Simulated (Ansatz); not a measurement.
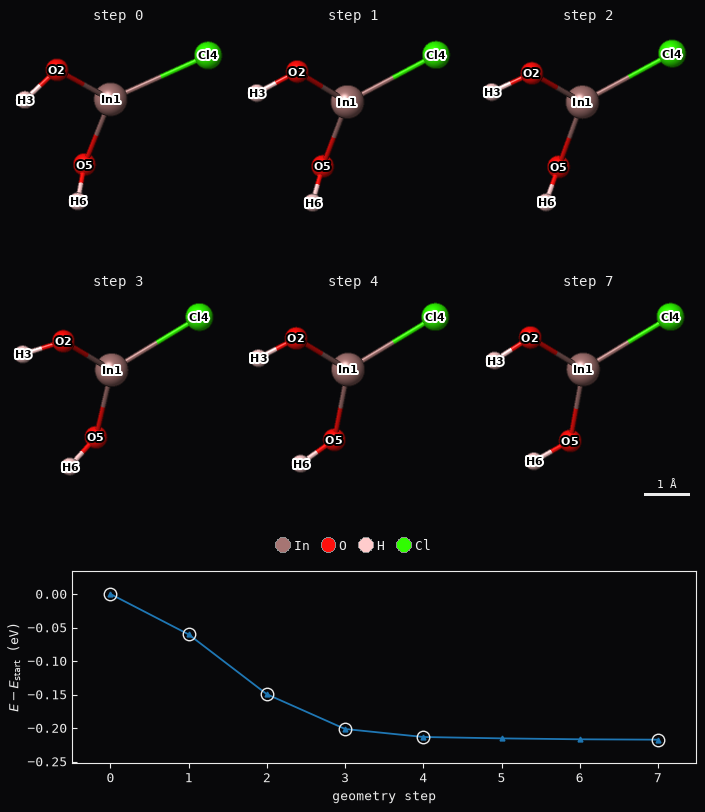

Frames of a relaxation of InH$_{2}$O$_{2}$Cl, marked on the history of the run. A ball-and-stick model, seen from a free direction.

The run prepares the start of a later molecular dynamics calculation, from a guessed geometry.

Theory: RKS B3LYP-D4/def2-SVP in Ansatz 0.2.0.

The input:
```yaml
crystal:
  periodic: [false, false, false]
  atoms:
    - { symbol: In, position_ang: [0.0, 0.0, 0.0] }
    - { symbol: O, position_ang: [0.0, 0.0, 1.99] }
    - { symbol: H, position_ang: [-0.9095, -0.2814, 2.3271] }
    - { symbol: Cl, position_ang: [2.113, 0.0, -1.22] }
    - { symbol: O, position_ang: [-1.7233, 0.0, -0.995] }
    - { symbol: H, position_ang: [-2.233, -0.8467, -0.7865] }
basis:
  gaussian: { orbitals: def2-SVP }
hamiltonian:
  xc: b3lyp
  dispersion: d4
relax:
  f_tol: 0.02
  max_steps: 40
```

Command:
```bash
ansatz run input.yaml --threads 2 --pin off --max-ram 3072MiB --backend cpu --events-out ev --progress --plain --runs-dir out
```

Question: Describe the path.

Answer: The energy falls by 0.217 eV in 7 geometry steps. Largest force component: 1.6 eV/Å at the start, 0.0051 eV/Å at the end. The atom that moves furthest after the best rigid fit is O5 (0.44 Å). By element the largest moves are O 0.44 Å, H 0.40 Å, Cl 0.21 Å, In 0.13 Å. Some distances before and after: In1–Cl4 2.440 → 2.339 Å, O2–H3 1.010 → 0.968 Å, In1–O2 1.990 → 2.000 Å. Bond angles that change, for instance: O2–In1–O5 120.0° → 127.6°, O2–In1–Cl4 120.0° → 116.2°, In1–O5–H6 109.5° → 112.6°. Groups turn about In1–O5 by about 60°. The run took 20 s on 2 threads of Arm Neoverse V1, with other jobs on the host, peak memory 0.18 GiB. From step 0 to 1: H3 moves most (0.19 Å), energy −0.060 eV. From step 1 to 2: O and Cl atoms move most (0.04 Å), energy −0.089 eV. From step 2 to 3: O5 moves most (0.20 Å), energy −0.052 eV. From step 3 to 4: H6 moves most (0.13 Å), energy −0.012 eV. From step 4 to 7: H6 moves most (0.07 Å), energy −0.004 eV.
